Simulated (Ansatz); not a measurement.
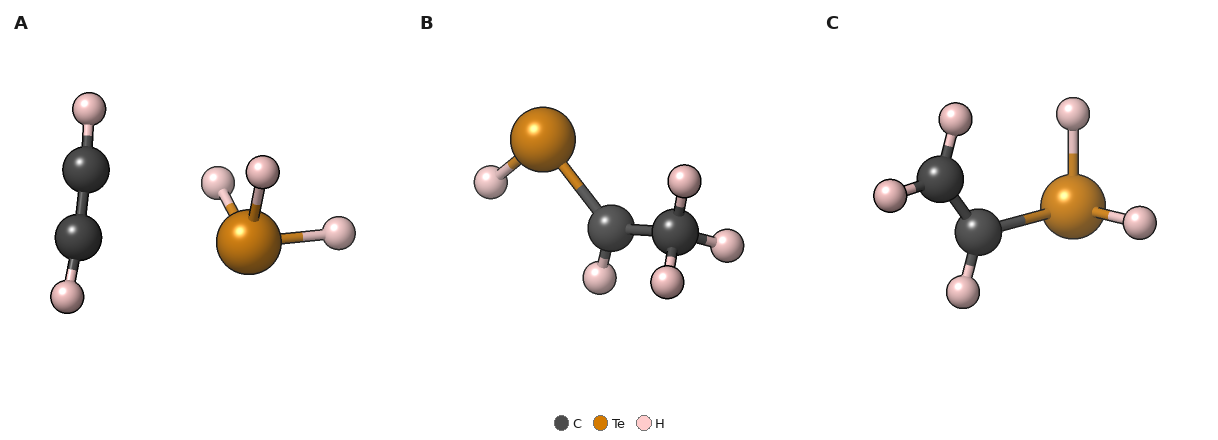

3 stationary structures of one formula. Charge +1, singlet. Geometries: PBE0-D4/def2-TZVP. Electronic energies: RHF-CCSD(T) (frozen core)/def2-TZVPP (Ansatz 0.2.0), without zero-point energy. No frequency run is at hand to confirm each as a minimum. Each is one conformer, not always the lowest.

Which structure is the most stable?

B is lowest (Cs); C lies 0.461 eV above it (C1), A lies 2.137 eV above it (Cs).
